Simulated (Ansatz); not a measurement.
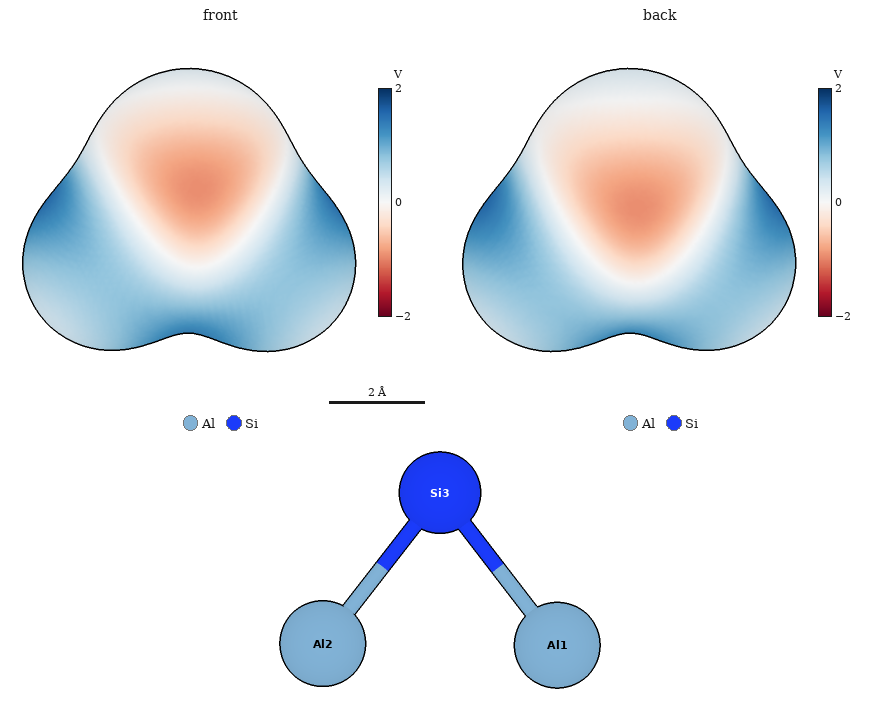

*Al2Si (triplet). The molecular electrostatic potential painted on the density surface at 0.002 e/bohr³, seen from the front and from behind; the colour scale runs from red (negative) to blue (positive). The bare structure is drawn below in the same view.*

Geometry: B3LYP-D4/def2-TZVP.

Level of theory: Ansatz 0.2.0, UKS PBE0-D4/def2-TZVP.

```xyz
3

Al    0.9297    0.6747   -1.0710
Al   -1.5186    0.1654    0.3651
Si    0.5888   -0.8402    0.7059
```

> Where is the surface potential most negative and most positive?

The most negative region (about −0.9 V) lies over Si3, the most positive (about +1.5 V) over Al1 and Al2.
